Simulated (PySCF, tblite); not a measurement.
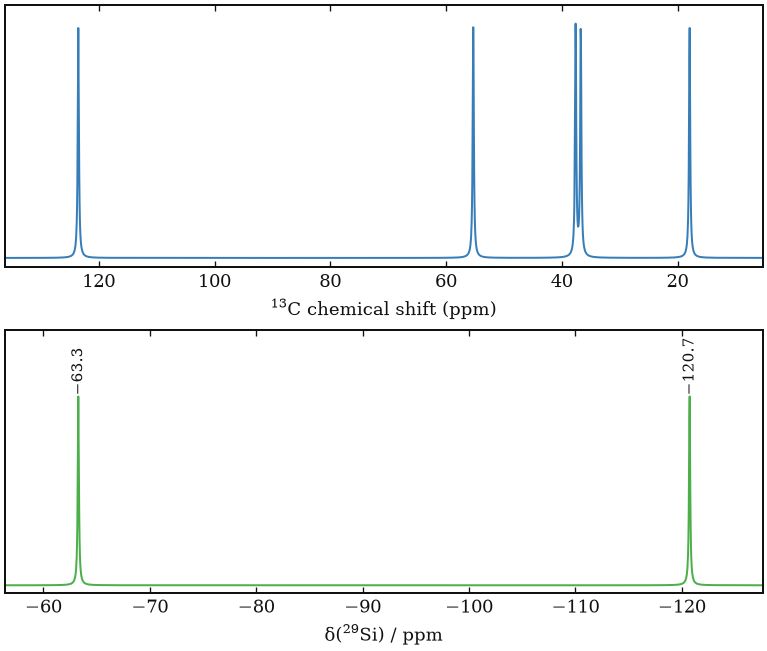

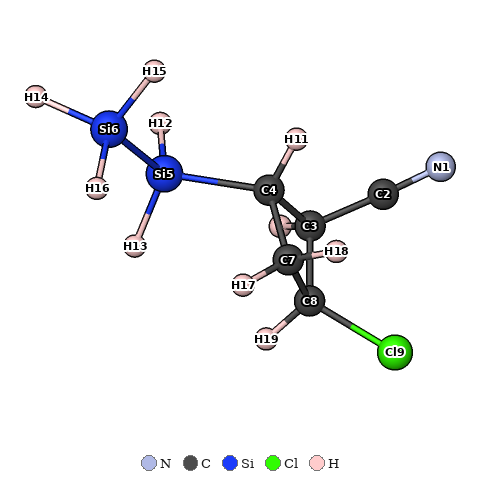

Spectrum and numbered structure of C₅H₁₀ClNSi₂, SMILES N#C[C@@H]1[C@@H]([SiH2][SiH3])C[C@@H]1Cl. GIAO shifts, PBE0/pcSseg-1 with PySCF, at a GFN2-xTB geometry (a minimum by its frequencies), against TMS for ¹³C and TMS for ²⁹Si computed at the same level. Gas phase, fully decoupled, line heights follow the number of nuclei, widths are arbitrary (no quadrupolar broadening); values of one conformer, averaged over methyl-type rotors and exact or near symmetry; other conformers aren't averaged in.

Which atoms give which ¹³C line?

Answer.
```tsv
δ (ppm)	nuclei	atoms
123.5	1	C2
55.3	1	C8
37.6	1	C3
36.7	1	C7
17.9	1	C4
```

The order of signals that lie close, as those under 2 ppm apart, is within the error of the method.

Which atoms give which ²⁹Si line?

Answer.
```csv
δ (ppm),nuclei,atoms
−63.3,1,Si5
−120.7,1,Si6
```

Note: the tight-binding geometry is rougher than a DFT one and adds to the error.
